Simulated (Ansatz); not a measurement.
System: HfSi₃O₈.

Computed with Ansatz 0.2.0: relaxed lattice of one prototype by several density functionals, zero stress, symmetry kept, spin-unpolarised plane waves.

prototype tetragonal host; atoms in cell 12; periodic directions 3.

What does the calculation give for the volume per atom by functional? The cases: PBEsol; PBE; r2SCAN.

r2SCAN gives 9.718 Å³, PBEsol 9.810 Å³ and PBE 11.055 Å³.

```json
{"functional": "PBEsol", "volume per atom (Å³)": "9.810", "lattice constant a (Å)": "3.508", "lattice constant c (Å)": "5.823"}
{"functional": "PBE", "volume per atom (Å³)": "11.055", "lattice constant a (Å)": "3.538", "lattice constant c (Å)": "6.503"}
{"functional": "r2SCAN", "volume per atom (Å³)": "9.718", "lattice constant a (Å)": "3.444", "lattice constant c (Å)": "5.822"}
```

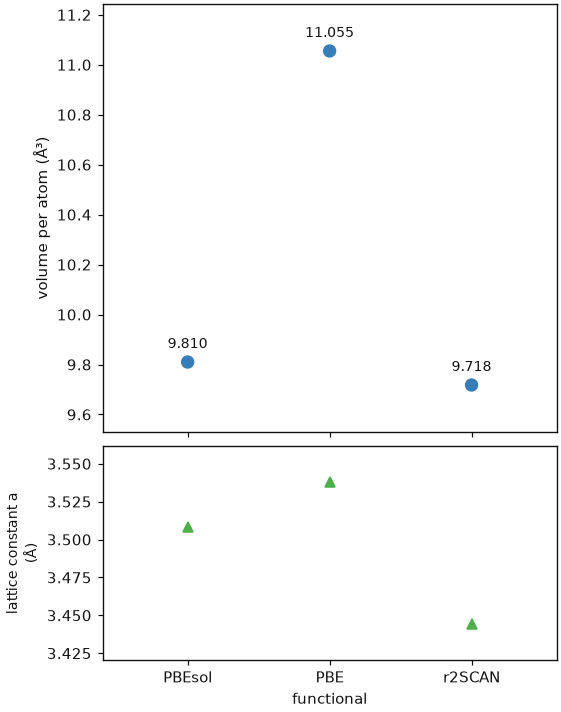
